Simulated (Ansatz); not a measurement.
```xyz
10

F    -1.9389   -0.2659   -0.2668
B    -0.9501    0.3995    0.3626
Cl   -1.4526    1.6570    1.5211
O     0.1200    0.8898   -0.6407
B     1.0853   -0.2239   -0.1883
F     2.2292    0.2664    0.2809
Cl    1.2285   -1.5479   -1.4128
O     0.0993   -0.5773    0.9429
H    -0.1521    0.8494   -1.5650
H    -0.1852   -1.4983    0.9692
```

Geometry: PBE0-D4/def2-TZVP.

Method: RKS PBE0-D4/def2-TZVPP in Ansatz.

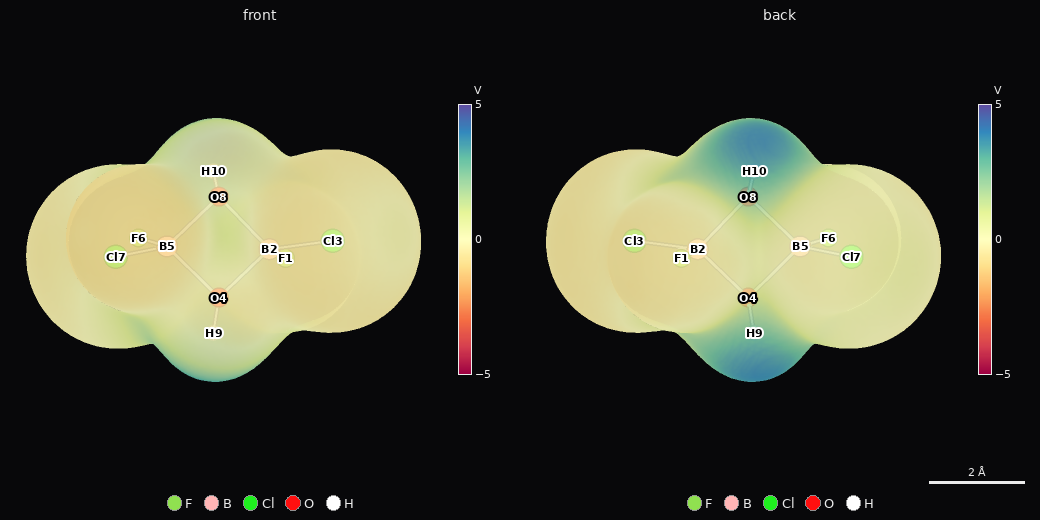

B₂Cl₂F₂H₂O₂ (SMILES F[B-]1(Cl)[OH+][B-](F)(Cl)[OH+]1). The molecular electrostatic potential painted on the density surface at 0.002 e/bohr³, seen from the front and from behind; the colour scale runs from red (negative) to blue (positive).

Question: Where is the surface potential most negative and most positive?

Answer: The most negative region (about −0.8 V) lies over F6, the most positive (about +3.9 V) over H9 and H10. Cl3 shows a σ-hole: about +0.1 V at the tip opposite its bond, against about −0.5 V on its flanks.
